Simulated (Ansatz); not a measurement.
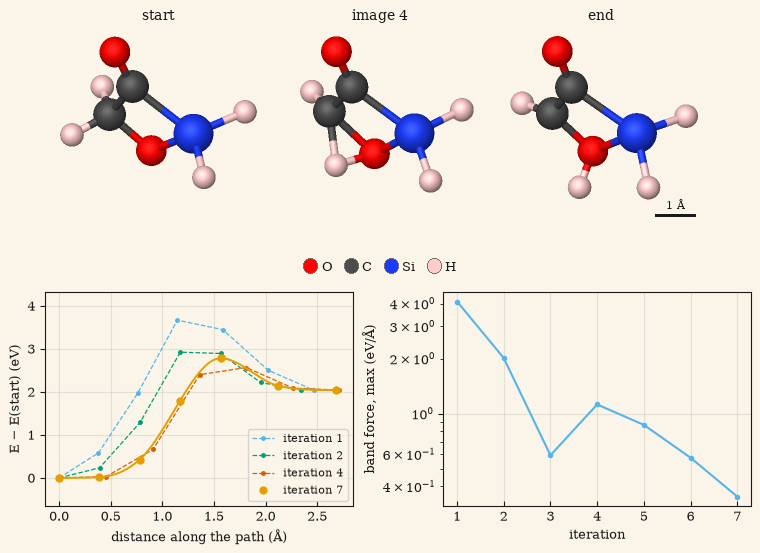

A search for the minimum-energy path of C₂H₄O₂Si by the nudged elastic band. Images are numbered from 0 (start) to 6 (end). The plot follows the band through its iterations. The picture is a ball-and-stick view, seen from a free direction.

Theory: UKS PBE-D4/def2-SVP (Ansatz). Run with 5 movable images; climbing image; force threshold 0.5 eV/Å; iteration limit 60; starting path through a guess of the saddle point.

How did the profile develop, and is the result final?

Answer. The run met only a loose threshold, so the barrier can't be trusted yet. The band converged in 7 iterations. The largest component of the band force went from 4.1 to 0.35 eV/Å. The climbing image converged on the top of the path. Its curvatures weren't checked. The force threshold is so loose that the height of the top is at best an upper bound. The first iteration put the highest image at 3.67 eV. Forward barrier 2.78 eV, backward barrier 0.74 eV, with image 4 at the top; the reaction energy is +2.04 eV.

Cost: 120 s on 2 threads of Intel(R) Xeon(R) Platinum 8259CL CPU @ 2.50GHz (Skylake/Cascade Lake), with other jobs on the host, peak memory 0.18 GiB.
